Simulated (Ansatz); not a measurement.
**Work function of Al(110): what the settings cost and change**

How far do cutoff, k-mesh and smearing move the work function of Al(110)?

Calculated with Ansatz 0.2.0; plane-wave DFT, PBE, Ansatz PAW.

The experiments to compare with:

“Properties of real metallic surfaces: Effects of density functional semilocality and van der Waals nonlocality” (2017, arxiv:1702.08515) quotes from earlier work for Al (clean (110) face, a compiled value): work function (clean (110) face, a compiled value) 4.23 eV.

## Step 1: The starting structure

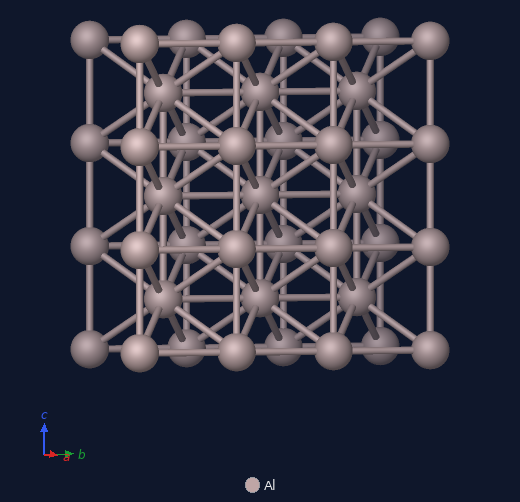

The starting structure, seen from the side, with the c axis up (aluminium light grey). 1×3×1 cells are drawn. Some periodic images of atoms are drawn too.

The cell holds 7 atoms: 7 Al. Its edges and angles: a = 4.050 Å, b = 2.864 Å, c = 26.591 Å, α = 90.0°, β = 90.0°, γ = 90.0°. Vacuum lies along c.

## Step 2: Run, setting cutoff 200 eV

A work function rests on the faint tail of the density, so the SCF threshold is tight. The cutoff is raised first; then mesh and smearing are varied at the default cutoff.

File input.yaml:

```yaml
crystal:
  lattice:
    - [4.05, 0.0, 0.0]
    - [0.0, 2.8637824638, 0.0]
    - [0.0, 0.0, 26.5913473914]
  atoms:
    - { symbol: Al, position: [0.0, 0.0, 0.3384559597] }
    - { symbol: Al, position: [0.5, 0.5, 0.3923039731] }
    - { symbol: Al, position: [0.0, 0.0, 0.4461519866] }
    - { symbol: Al, position: [0.5, 0.5, 0.5] }
    - { symbol: Al, position: [0.0, 0.0, 0.5538480134] }
    - { symbol: Al, position: [0.5, 0.5, 0.6076960269] }
    - { symbol: Al, position: [0.0, 0.0, 0.6615440403] }
kpoints:
  mp_grid: { grid: [10, 14, 1] }
hamiltonian:
  xc: pbe
scf:
  occupations: { method: fermi_dirac, width: 0.1 }
  convergence: { dr2_threshold: 1.0e-09 }
efield:
  axis: 3
  dipole_correction: true
  ramp_position: 0.97
  ramp_width: 0.06
basis:
  ecutwfc: "200 eV"
output:
  write_potential: true
  write_density: true
  volumetric_format: npy
  elf: true
```

The run is started by

```
> ansatz run input.yaml --threads 2 --pin off --max-ram 3072MiB --backend cpu --events-out ev --progress --plain --runs-dir out
```

Numbers of over 12 decimals in the logs are rounded to 6 here.

What it wrote:

```text
Warning: basis.ecutwfc = 200 eV is below the records' recommended 420 eV, and the density's cutoff is lower with it unless basis.ecutrho_ratio is high enough to keep the records' density cutoff: compare with a run at a higher cutoff
Warning: basis.ecutrho_ratio 4 (ecutrho = 800 eV, dense FFT grid 20×15×125): the grid does not resolve the core-correction charge of Al (measure 0.11 e/Å^2.5); warned from 0.08. The energy and each atom's force then go with where the atoms sit on the grid: [figures from the program's tests cut] If this deck is also warned that a cutoff or its ratio is below what is recommended, mend that before anything below. First try basis.xc_grid, which is 1 on this run (the dense grid itself), where it is not refused (2, then 3). Above 1 the core-correction charge is laid on the exchange–correlation grid, and this warning is never given, whether or not the level is enough: [rest of the remark cut]
Engine: ansatz 0.2.0, aarch64-unknown-linux-gnu
Pseudopotentials: kind: paw
Pseudopotential: Al, paw, valence charge 3, recommended cutoff 420 eV (normal), Al.paw.azcp
Functional definition: PBE
  parameter kappa = 0.804
  parameter beta = 0.066725
  exchange = pbe_x(kappa = kappa, mu = beta*pi^2/3)
  correlation = pbe_c(beta = beta)
Crystal: 7 atoms, lattice volume = 308.415 Å³
Basis set: ecut = 200 eV, 1983 PW (Γ)
Bands: 18, of which v1, the nominal top of the filled ones, is band 11 counted from 1 (10 counted from 0)
Symmetry: 4 space group operations
k-points: 48 of 140
Non-local potential: Al, projectors of the file, l = 0: 2, l = 1: 2, l = 2: 1
PAW form: soft (Blöchl's): semilocal exchange-correlation on the pseudo side does not see the compensation charge
PAW one-centre angular grid: Al, 110 points (default); XC on 64 Gauss nodes
Initial density: superposition of atomic densities (neutral atoms: chi_scale 0, normalization atom), corrected by the library's trained network
Initial wavefunctions: pseudopotential atomic-orbital guess
Functional: x = pbe(κ = 0.804, μ = 0.219515), c = pbe(β = 0.066725)
SCF iter   1: F=—  HF=-3759.304303 eV  |F-HF|=—  |Δ(HF+E_count)|=         —  Δρ=2.22e-3  dr2=1.31e-2  ethr=1.77e-3  p=0.000 e·Å  D=3.32e-15 V/Å  ΔV_dip=-0.00 eV  dr2_dipole=1.80e-6  V_vac-E_F(+/−)=3.88/3.88 eV  ⟨swp⟩=8.6  Hψ=6103  notcnv=0
efield: sawtooth ramp at fractional position 0.9700 (set: `efield.ramp_position`, or a place that a band, a saddle search or an elastic batch's reference lends), width 0.0600; the density the first Hamiltonian is built on has a dipole p = 0.000 e·Å; the dipole correction subtracts the counter field D = 3.32e-15 V/Å, which shifts the + side's vacuum level by -0.00 eV against the − side's; the planar-averaged density in the ramp window peaks in size at 5.6e-6 e/Å³
preconditioner: auto → LDOS  [metal: Δε(μ)=0.025 eV  Ē_g=6.409 eV  σ=0.100 eV  W_gap=0.06  n_scr=28 (ndim 8)  ℏωp=9.7 eV  f_vac=0.505  D(μ)=3.36/eV (n_scr^D=10)  β→1.0]
SCF iter   2: F=—  HF=-3759.315424 eV  |F-HF|=—  |Δ(HF+E_count)|=   1.11e-2  Δρ=3.01e-4  dr2=4.80e-4  ethr=6.25e-5  p=0.000 e·Å  D=1.82e-5 V/Å  ΔV_dip=-0.00 eV  dr2_dipole=1.83e-6  V_vac-E_F(+/−)=3.98/3.98 eV  ⟨swp⟩=2.8  Hψ=1920  notcnv=0  defer=6
SCF iter   3: F=—  HF=-3759.315530 eV  |F-HF|=—  |Δ(HF+E_count)|=   1.06e-4  Δρ=1.01e-4  dr2=7.24e-5  ethr=2.29e-6  p=-0.000 e·Å  D=-8.46e-7 V/Å  ΔV_dip=0.00 eV  dr2_dipole=7.96e-9  V_vac-E_F(+/−)=3.99/3.99 eV  ⟨swp⟩=2.5  Hψ=1491  notcnv=0  defer=6
SCF iter   4: F=—  HF=-3759.315534 eV  |F-HF|=—  |Δ(HF+E_count)|=   3.79e-6  Δρ=2.85e-5  dr2=7.36e-6  ethr=3.45e-7  p=-0.000 e·Å  D=-1.53e-6 V/Å  ΔV_dip=0.00 eV  dr2_dipole=9.52e-10  V_vac-E_F(+/−)=3.99/3.99 eV  ⟨swp⟩=2.4  Hψ=1311  notcnv=0  defer=6
SCF iter   5: F=—  HF=-3759.315535 eV  |F-HF|=—  |Δ(HF+E_count)|=   1.41e-6  Δρ=5.68e-6  dr2=1.63e-7  ethr=3.50e-8  p=0.000 e·Å  D=1.46e-7 V/Å  ΔV_dip=-0.00 eV  dr2_dipole=2.31e-10  V_vac-E_F(+/−)=4.00/4.00 eV  ⟨swp⟩=2.4  Hψ=1334  notcnv=0  defer=6
SCF iter   6: F=—  HF=-3759.315535 eV  |F-HF|=—  |Δ(HF+E_count)|=   1.48e-8  Δρ=1.05e-6  dr2=9.25e-9  ethr=7.77e-10  p=-0.000 e·Å  D=-2.40e-8 V/Å  ΔV_dip=0.00 eV  dr2_dipole=2.28e-13  V_vac-E_F(+/−)=4.00/4.00 eV  ⟨swp⟩=2.3  Hψ=1494  notcnv=0  defer=6
SCF iter   7: F=-3759.315535 eV  HF=-3759.315535 eV  |F-HF|=6.05e-11  |Δ(HF+E_count)|=   1.48e-9  Δρ=2.69e-7  dr2=3.86e-10  ethr=4.76e-12  p=-0.000 e·Å  D=-3.79e-9 V/Å  ΔV_dip=0.00 eV  dr2_dipole=1.75e-14  V_vac-E_F(+/−)=4.00/4.00 eV  ⟨swp⟩=7.4  Hψ=3187  notcnv=0
SCF 1 converged in 7 iterations: F = -3759.315535 eV  dr2 = 3.86e-10
  greatest PAW one-centre occupation: 0.490 electrons in one spin orbital (limit 2), on the Al atom at site 0 (counted from 0), in its partial waves of l = 0
WARN: The output density's exchange-correlation potential varies sharply where the density is thin. Do not read a vacuum level from v_tot or v_xc, or from such a field of the output density. On a cell that repeats whose density bears no net charge and no dipole along the vacuum's axis use v_es (v_loc + v_h of the components); under efield.dipole_correction with no amplitude use v_es + v_field, which holds any externa [...]
SCF converged after 7 iterations
Free energy (F): -3759.315535 eV
Harris-Foulkes:  -3759.315535 eV  (|F-HF|=6.05e-11)
Internal energy: -3759.205578 eV  (E = F + TS)
E sigma→0 (E₀):  -3759.260556 eV
Entropy (-TS):   -0.109957 eV (-15.708 meV/atom)
Fermi energy:    0.582233 eV
Dipole field:    D = 0.000000 V/Å  (p = 0.000000 e·Å, saw-weighted, corrected)
Work function:   Φ+ = 3.9955 eV   Φ− = 3.9956 eV
Levels:          The Fermi level and band energies are counted from a zero that moves with the ramp; work functions are not
--- Per-component energies (eV) ---
  E_band       = -75.256132
  E_kinetic    = 149.634706
  E_local      = -5781.711154  (includes V_loc(G=0)·N_el)
  E_nonlocal   = 76.243173
  E_hartree    = 2851.561097
  E_xc         = -273.467561
  E_vxc        = -196.436551  (∫ρ·V_xc dr)
  E_paw        = -3271.859167  (= ΣΔE_a)
  E_vpaw       = -26.107880  (= ΣTr[D̂ρ^β])
  E_aug_tail   = -0.000210  (compensation charges beyond the density's cutoff)
  E_efield     = 0.000000  (sawtooth field / dipole correction)
  E_vefield    = 0.000000  (∫n·V_field dr)
  E_ewald      = 2490.393538
  E_smearing   = -0.109957  (= −TS)
  E_closure    = -0.000000  (closes the sum)
  Σ components = -3759.315535   (vs F -3759.315535, Δ=0.00e0)
--- Band table (eV; the first three rows and the last of 48) ---
  k-point 0: bands = [... 7 lower, -1.0545, -0.7766, 0.2616, 0.3895, 0.7283, 1.9993, 2.2929, 3.0545, ... 3 higher]
  k-point 1: bands = [... 7 lower, -0.9766, -0.6851, 0.3513, 0.4662, 0.8060, 2.0821, 2.3707, 3.1244, ... 3 higher]
  k-point 2: bands = [... 7 lower, -0.7234, -0.4138, 0.6146, 0.7185, 1.0121, 2.3004, 2.6226, 2.6483, ... 3 higher]
  k-point 47: bands = [... 7 lower, -2.3975, -1.5228, -1.4543, -1.3098, -0.3420, -0.1077, 0.9593, 1.0174, ... 3 higher]
```

Wall time 17 s (2 threads of Arm Neoverse N1, shared host); peak memory 0.35 GiB; 27 s of CPU time.

The column dr2 measures how far the density is from self-consistency, as an energy; F and HF (Harris–Foulkes) agree once it is small.

Numbers from this step:

```
energy at zero smearing   : -3759.2606 eV
work function, upper face : 3.996 eV
```

Running mean over 1.432 Å of the planar mean; the ramp of the sawtooth is left out. Electron's electrostatic potential energy less the Fermi level against z:

| z (Å) | electron's electrostatic potential energy less the Fermi level (eV) |
| --- | --- |
| 4 | 3.99 |
| 5 | 3.99 |
| 6 | 3.96 |
| 7 | 3.60 |
| 8 | 0.675 |
| 9 | -3.65 |
| 10 | -4.69 |
| 11 | -4.74 |
| 12 | -4.73 |
| 13 | -4.74 |
| 14 | -4.73 |
| 15 | -4.74 |
| 16 | -4.72 |
| 17 | -4.57 |
| 18 | -2.08 |
| 19 | 2.39 |
| 20 | 3.85 |
| 21 | 3.98 |
| 22 | 3.99 |
| 23 | 3.99 |

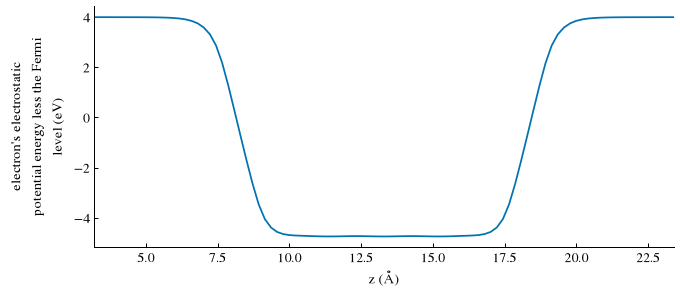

Electron's electrostatic potential energy less the Fermi level, plotted against z.

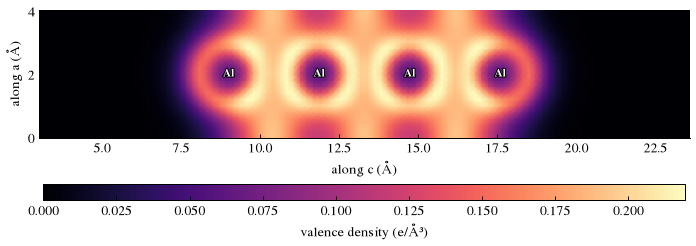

Valence density in the ca plane at fractional y = 0.000, with atoms of Al within 0.2 Å of it. It is the smooth field of the valence electrons, not physical close to the nuclei. The map starts off the cell's origin, so that atoms lie inside it. The far vacuum is left out of the map.

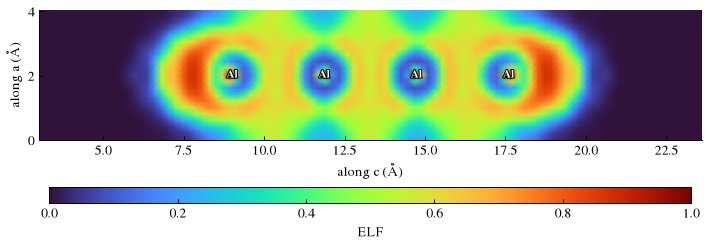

ELF in the ca plane at fractional y = 0.000, with atoms of Al within 0.2 Å of it. It is the smooth field of the valence electrons, not physical close to the nuclei. The map starts off the cell's origin, so that atoms lie inside it. The far vacuum is left out of the map.

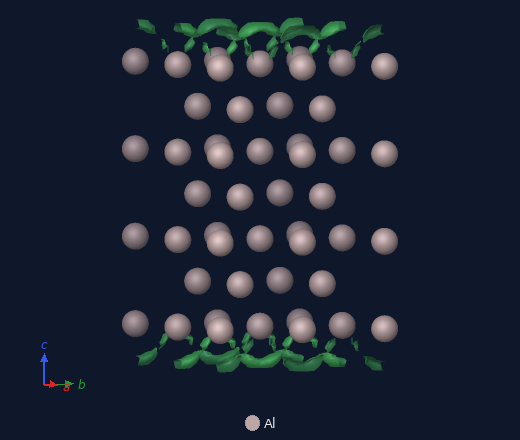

Surface of ELF = 0.85. 2×2×1 cells are drawn.

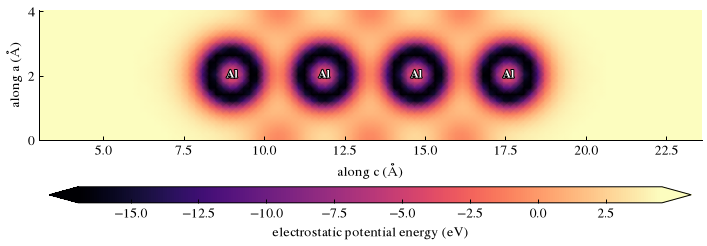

Electrostatic potential energy in the ca plane at fractional y = 0.000, with atoms of Al within 0.2 Å of it. With pseudopotentials it is smooth inside the atoms' cores, unlike the true potential. The map starts off the cell's origin, so that atoms lie inside it. The far vacuum is left out of the map.

The work function is 3.996 eV.

## Step 3: Run

input.yaml, as its differences from that of step 2:

```diff
@@ -26,3 +26,3 @@
 basis:
-  ecutwfc: "200 eV"
+  ecutwfc: "300 eV"
 output:
@@ -31,2 +31 @@
   volumetric_format: npy
-  elf: true
```

What it wrote:

```text
[...]
Crystal: 7 atoms, lattice volume = 308.415 Å³
Basis set: ecut = 300 eV, 3541 PW (Γ)
Bands: 18, of which v1, the nominal top of the filled ones, is band 11 counted from 1 (10 counted from 0)
Symmetry: 4 space group operations
k-points: 48 of 140
[...]
k-point 0: bands = [... 7 lower, -1.1856, -0.7510, 0.2592, 0.2597, 0.6463, 1.9800, 2.1663, 2.9928, ... 3 higher]
  k-point 1: bands = [... 7 lower, -1.1040, -0.6625, 0.3419, 0.3462, 0.7223, 2.0588, 2.2507, 3.0599, ... 3 higher]
  k-point 2: bands = [... 7 lower, -0.8531, -0.4021, 0.5925, 0.6013, 0.9195, 2.2650, 2.5024, 2.5692, ... 3 higher]
  k-point 47: bands = [... 7 lower, -2.3935, -1.5529, -1.5501, -1.4236, -0.3371, -0.2262, 0.9237, 0.9718, ... 3 higher]
[key lines of the parts left out:]
SCF converged after 7 iterations
Free energy (F): -3760.899610 eV
Fermi energy:    0.512866 eV
Dipole field:    D = -0.000000 V/Å  (p = -0.000000 e·Å, saw-weighted, corrected)
Work function:   Φ+ = 4.0335 eV   Φ− = 4.0335 eV
```

It took 28 s on 2 threads; peak memory 0.46 GiB.

The work function is 4.034 eV, +0.038 eV from the run “cutoff 200 eV”, at 1.8 times its CPU time.

## Step 4: Run

input.yaml, as its differences from that of step 3:

```diff
@@ -26,3 +26,3 @@
 basis:
-  ecutwfc: "300 eV"
+  ecutwfc: "420 eV"
 output:
```

What it wrote:

```text
[...]
Crystal: 7 atoms, lattice volume = 308.415 Å³
Basis set: ecut = 420 eV, 6033 PW (Γ)
Bands: 18, of which v1, the nominal top of the filled ones, is band 11 counted from 1 (10 counted from 0)
Symmetry: 4 space group operations
k-points: 48 of 140
[...]
k-point 0: bands = [... 7 lower, -1.2002, -0.7480, 0.2443, 0.2599, 0.6369, 1.9782, 2.1519, 2.9841, ... 3 higher]
  k-point 1: bands = [... 7 lower, -1.1160, -0.6598, 0.3287, 0.3465, 0.7140, 2.0571, 2.2363, 3.0511, ... 3 higher]
  k-point 2: bands = [... 7 lower, -0.8631, -0.4003, 0.5817, 0.6003, 0.9106, 2.2613, 2.4895, 2.5623, ... 3 higher]
  k-point 47: bands = [... 7 lower, -2.3929, -1.5641, -1.5521, -1.4347, -0.3361, -0.2367, 0.9146, 0.9748, ... 3 higher]
[key lines of the parts left out:]
SCF converged after 7 iterations
Free energy (F): -3761.074297 eV
Fermi energy:    0.506241 eV
Dipole field:    D = -0.000000 V/Å  (p = -0.000001 e·Å, saw-weighted, corrected)
Work function:   Φ+ = 4.0375 eV   Φ− = 4.0375 eV
```

Elapsed: 43 s, on 2 threads; peak memory 0.6 GiB; 70 s of CPU time.

The work function is 4.037 eV, +0.042 eV from the run “cutoff 200 eV”, at 2.6 times its CPU time.

## Step 5: Slab

input.yaml, as its differences from that of step 4:

```diff
@@ -26,3 +26,3 @@
 basis:
-  ecutwfc: "420 eV"
+  ecutwfc: "600 eV"
 output:
```

What it wrote:

```text
[...]
Crystal: 7 atoms, lattice volume = 308.415 Å³
Basis set: ecut = 600 eV, 10217 PW (Γ)
Bands: 18, of which v1, the nominal top of the filled ones, is band 11 counted from 1 (10 counted from 0)
Symmetry: 4 space group operations
k-points: 48 of 140
[...]
k-point 0: bands = [... 7 lower, -1.2004, -0.7480, 0.2442, 0.2600, 0.6368, 1.9782, 2.1518, 2.9839, ... 3 higher]
  k-point 1: bands = [... 7 lower, -1.1162, -0.6597, 0.3285, 0.3465, 0.7138, 2.0571, 2.2362, 3.0510, ... 3 higher]
  k-point 2: bands = [... 7 lower, -0.8633, -0.4002, 0.5815, 0.6004, 0.9105, 2.2613, 2.4893, 2.5622, ... 3 higher]
  k-point 47: bands = [... 7 lower, -2.3928, -1.5644, -1.5520, -1.4349, -0.3361, -0.2368, 0.9146, 0.9749, ... 3 higher]
[key lines of the parts left out:]
SCF converged after 7 iterations
Free energy (F): -3761.077399 eV
Fermi energy:    0.506170 eV
Dipole field:    D = -0.000000 V/Å  (p = -0.000000 e·Å, saw-weighted, corrected)
Work function:   Φ+ = 4.0375 eV   Φ− = 4.0375 eV
```

It took 72 s on 2 threads; peak memory 0.87 GiB.

The work function is 4.038 eV, +0.000 eV from the run “cutoff 420 eV”, at 1.7 times its CPU time.

## Step 6: Slab

input.yaml, as its differences from that of step 5:

```diff
@@ -14,3 +14,3 @@
 kpoints:
-  mp_grid: { grid: [10, 14, 1] }
+  mp_grid: { grid: [2, 2, 1] }
 hamiltonian:
@@ -25,4 +25,2 @@
   ramp_width: 0.06
-basis:
-  ecutwfc: "600 eV"
 output:
```

What it wrote:

```text
[...]
Crystal: 7 atoms, lattice volume = 308.415 Å³
Basis set: ecut = 420 eV, 6033 PW (Γ)
Bands: 18, of which v1, the nominal top of the filled ones, is band 11 counted from 1 (10 counted from 0)
Symmetry: 4 space group operations
k-points: 4
[...]
k-point 0: bands = [... 7 lower, -0.9443, -0.4897, 0.4981, 0.5175, 0.7384, 2.2255, 2.3467, 3.0366, ... 3 higher]
  k-point 1: bands = [... 7 lower, -0.8854, 0.5772, 1.2091, 2.2516, 2.3206, 2.6467, 3.0914, 3.2909, ... 3 higher]
  k-point 2: bands = [... 7 lower, -3.0088, -1.9452, -0.4689, 0.2731, 2.0468, 2.5959, 4.1315, 4.8863, ... 3 higher]
  k-point 3: bands = [... 7 lower, -2.1325, -1.3135, -1.2866, -1.1991, -0.0697, -0.0099, 1.0729, 1.1482, ... 3 higher]
[key lines of the parts left out:]
SCF converged after 9 iterations
Free energy (F): -3762.280659 eV
Fermi energy:    0.469814 eV
Dipole field:    D = 0.000002 V/Å  (p = 0.000003 e·Å, saw-weighted, corrected)
Work function:   Φ+ = 3.9311 eV   Φ− = 3.9312 eV
```

Elapsed: 4.2 s, on 2 threads; peak memory 0.4 GiB; 4.3 s of CPU time.

The work function is 3.931 eV, -0.106 eV from the run “cutoff 420 eV”, at 0.060 times its CPU time.

## Step 7: Slab

input.yaml, as its differences from that of step 6:

```diff
@@ -14,3 +14,3 @@
 kpoints:
-  mp_grid: { grid: [2, 2, 1] }
+  mp_grid: { grid: [3, 5, 1] }
 hamiltonian:
```

What it wrote:

```text
[...]
Crystal: 7 atoms, lattice volume = 308.415 Å³
Basis set: ecut = 420 eV, 6033 PW (Γ)
Bands: 18, of which v1, the nominal top of the filled ones, is band 11 counted from 1 (10 counted from 0)
Symmetry: 4 space group operations
k-points: 6 of 15
[...]
k-point 0: bands = [... 7 lower, -1.3164, -0.8083, 0.1476, 0.1548, 0.5796, 1.8945, 2.0616, 2.9500, ... 3 higher]
  k-point 1: bands = [... 7 lower, -0.6556, -0.1728, 0.6390, 0.7735, 0.8161, 1.5315, 1.8497, 2.3669, ... 3 higher]
  k-point 2: bands = [... 7 lower, -0.6809, 0.3578, 0.4789, 1.3291, 1.3732, 1.9909, 2.4969, 2.7955, ... 3 higher]
  k-point 5: bands = [... 7 lower, -1.8792, -1.3746, -0.6840, -0.1552, 0.2249, 0.4209, 0.7504, 1.3760, ... 3 higher]
[key lines of the parts left out:]
SCF converged after 8 iterations
Free energy (F): -3760.716331 eV
Fermi energy:    0.409619 eV
Dipole field:    D = -0.000000 V/Å  (p = -0.000000 e·Å, saw-weighted, corrected)
Work function:   Φ+ = 4.1960 eV   Φ− = 4.1960 eV
```

It took 7.5 s on 2 threads; peak memory 0.38 GiB; 9.4 s of CPU time.

The work function is 4.196 eV, +0.159 eV from the run “cutoff 420 eV”, at 0.13 times its CPU time.

## Step 8: Slab

input.yaml, as its differences from that of step 7:

```diff
@@ -14,3 +14,3 @@
 kpoints:
-  mp_grid: { grid: [3, 5, 1] }
+  mp_grid: { grid: [7, 9, 1] }
 hamiltonian:
```

What it wrote:

```text
[...]
Crystal: 7 atoms, lattice volume = 308.415 Å³
Basis set: ecut = 420 eV, 6033 PW (Γ)
Bands: 18, of which v1, the nominal top of the filled ones, is band 11 counted from 1 (10 counted from 0)
Symmetry: 4 space group operations
k-points: 20 of 63
[...]
k-point 0: bands = [... 7 lower, -1.1914, -0.7221, 0.2552, 0.2706, 0.6422, 1.9919, 2.1615, 2.9892, ... 3 higher]
  k-point 1: bands = [... 7 lower, -0.9874, -0.5098, 0.4593, 0.4786, 0.8226, 2.1779, 2.3657, 3.1205, ... 3 higher]
  k-point 2: bands = [... 7 lower, -0.3755, -0.0896, 0.4259, 0.9380, 1.0717, 1.5603, 1.6353, 2.3632, ... 3 higher]
  k-point 19: bands = [... 7 lower, -1.9763, -1.5325, -1.1139, -0.8813, -0.8025, 0.5011, 0.5778, 1.2140, ... 3 higher]
[key lines of the parts left out:]
SCF converged after 8 iterations
Free energy (F): -3761.039481 eV
Fermi energy:    0.506789 eV
Dipole field:    D = 0.000000 V/Å  (p = 0.000000 e·Å, saw-weighted, corrected)
Work function:   Φ+ = 4.0283 eV   Φ− = 4.0283 eV
```

Run time: 19 s. Hardware: 2 threads; peak memory 0.45 GiB; 30 s of CPU time.

The work function is 4.028 eV, -0.009 eV from the run “cutoff 420 eV”, at 0.43 times its CPU time.

(Part 1 of 2 ends here.)

[Logs are printed without paths, hosts, clocks, repeated set-up lines and the standing remarks that a program may print on its own settings, such as how far it seeks lower states.]

[Hosts, paths, dates, database ids (printed as entryN), source tags and the programs' standing remarks are cut or masked in the printed files.]

[Maps of the electrostatic potential energy from Ansatz leave out the sawtooth potential of an applied field or a dipole correction, so their vacuum need not be flat; planar profiles and work functions include it.]
